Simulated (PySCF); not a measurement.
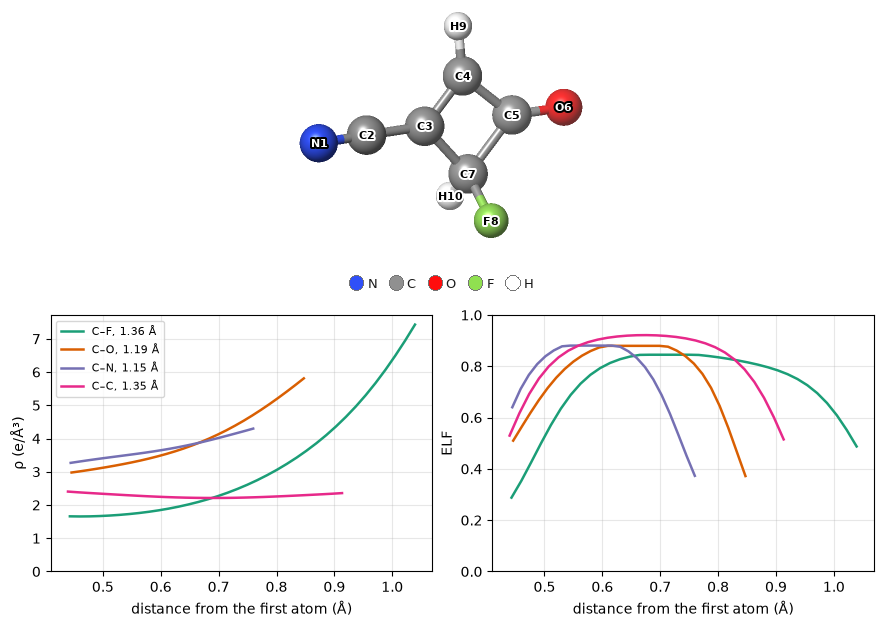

C5H2FNO (SMILES N#CC1=CC(=O)[C@H]1F). Electron density and electron localisation function along straight lines between neighbouring atoms. The curves leave out the atomic cores. The structure is drawn too.

Geometry: GFN2-xTB.

These are results of PBE0/def2-SVPD, SCF density, gas phase (PySCF 2.14.0), not measurements.

```xyz
10

N     3.1094   -0.1102   -0.5782
C     1.9923    0.0125   -0.3501
C     0.6289    0.1378   -0.0668
C    -0.1978    1.1745    0.2023
C    -1.3924    0.3084    0.2683
O    -2.5667    0.4515    0.3894
C    -0.4604   -0.9251    0.0330
F    -0.6921   -1.6364   -1.1064
H    -0.0403    2.2298    0.3279
H    -0.3720   -1.6382    0.8581
```

Q: Compare the contacts.

A: C–F (1.36 Å): the density is about 2.2 e/Å³ at the midpoint, with its minimum of 1.7 e/Å³ about 0.5 Å from C; the ELF peaks at about 0.85 between the atoms, as expected for a shared but strongly polarised pair.
C–O (1.19 Å): the density is about 3.5 e/Å³ at the midpoint; the ELF peaks at about 0.90 between the atoms: a short, multiple covalent bond.
C–N (1.15 Å): ρ is about 3.6 e/Å³ halfway; the ELF peaks at about 0.90 between the atoms: a short, multiple covalent bond.
C–C (1.35 Å): ρ at the midpoint is about 2.2 e/Å³; the ELF peaks at about 0.90 between the atoms, as expected for a covalent bond.
